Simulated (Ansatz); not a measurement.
Input file:

```
crystal:
  lattice:
    - [3.0517160747, 0.0, 0.0]
    - [0.0, 3.0517160747, 0.0]
    - [0.0, 0.0, 3.0517160747]
  atoms:
    - { symbol: W, position: [0.0, 0.0, 0.0] }
    - { symbol: S, position: [0.5, 0.5, 0.5] }
basis:
  ecutwfc: 420
kpoints:
  mp_grid: { grid: [14, 14, 14] }
hamiltonian:
  xc: pbe
  hubbard: { sites: [{ species: W, l: d, u_eff: 6.2 }] }
scf:
  occupations: { method: gaussian, width: 0.1 }
output:
  forces: true
  stress: true
  eigenvalues: true
  write_density: true
  write_potential: true
  elf: true
  volumetric_format: npy
relax:
  adjacent_minimum: "off"
  f_tol: 0.01
  max_steps: 80
  cell: { stress_tol: 0.05 }
```

Command:

```sh
ansatz run input.yaml --threads 1 --pin off --max-ram 2560MiB --backend cpu --events-out ev --progress --plain --runs-dir out
```

Below, planes, directions and counts refer to the conventional cell (a = 3.24 Å, b = 3.24 Å, c = 3.24 Å, α = 90.00°, β = 90.00°, γ = 90.00°).

The fields are those of the run's last geometry, not of the input's.

Space group Pm-3m; started from the CsCl (B2) prototype, which need not be the ambient phase; Hubbard U of 6.2 eV on W d only.

All numbers below come from Ansatz, DFT PBE+U, scalar-relativistic, plane waves, PAW.

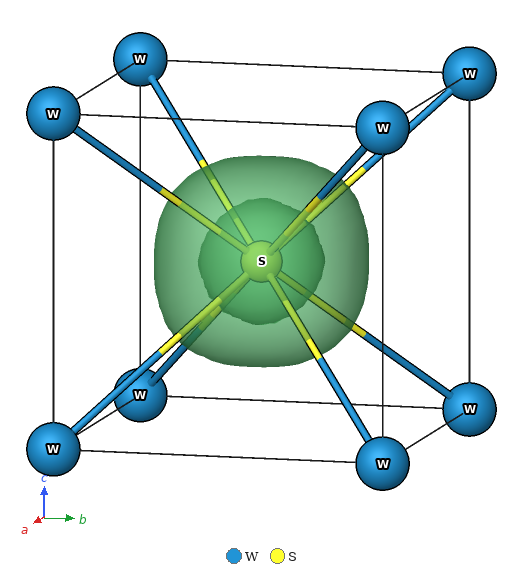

WS. Isosurface of the electron localisation function at 0.75 (green), seen slightly off an axis. Core shells and regions of very low density are left out. Sticks mark near contacts.

Core electrons are frozen (PAW), and the valence fields are smoothed inside the atomic spheres.

### Describe the localisation domains.

At this value the surface marks out one region wrapped around S (its valence shell), counted in one cell of 2 atoms. Regions shared between cells count once. Along the contacts the grid gives the following. W–S (2.81 Å): the ELF peaks at about 0.85 in the valence shell of S, 0.8 Å from its nucleus, and is about 0.25 at the midpoint.
